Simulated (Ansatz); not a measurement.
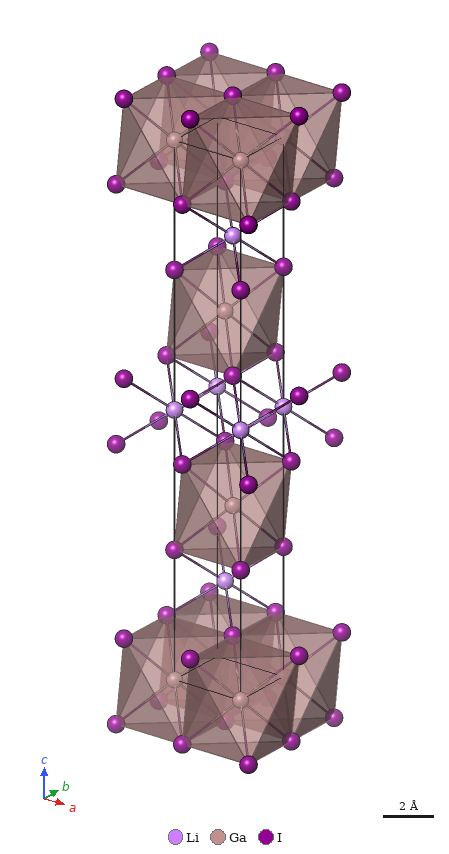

Drawn in the polyhedral manner and seen slightly off an axis. The wireframe shows the conventional unit cell. Some atoms of the next cells are drawn as well.

LiGaI2, α-NaFeO₂ type, space group R-3m (No. 166), a = 4.449 Å, b = 4.449 Å, c = 22.487 Å, α = 90.00°, β = 90.00°, γ = 120.00°. Provenance: a structure type filled with these elements by a generator (whether the compound takes this form wasn't checked). Earlier steps of the study may have refined or changed the cell and positions. An electronic-structure calculation with Ansatz was run on it.

This one geometry was computed with Ansatz (DFT, plane waves, PAW) at three levels of theory: r2SCAN, PBE and LDA.

Which level gives the highest pressure at this volume, and what does that say about its equilibrium volume?

Highest: r2SCAN (-0.2 GPa) and PBE (0.0 GPa), which points to the largest equilibrium volume. Lowest, with the smallest volume: LDA (-2.4 GPa). Levels within 0.5 GPa of each other can't be told apart.

How does the band gap change with the level of theory?

LDA: a gap of 1.95 eV, indirect; PBE: a gap of 2.07 eV, indirect; r2SCAN: a gap of 2.37 eV, indirect.

Collect the results in a table.

| level | cutoff (eV) | k-mesh of the run's cell | gap (eV) | pressure (GPa) |
| --- | --- | --- | --- | --- |
| r2SCAN | 500 | 6×6×6 | 2.37 | -0.2 |
| PBE | 420 | 6×6×6 | 2.07 | 0.0 |
| LDA | 420 | 6×6×6 | 1.95 | -2.4 |

Gaps are taken on the k-mesh or band path of each run.
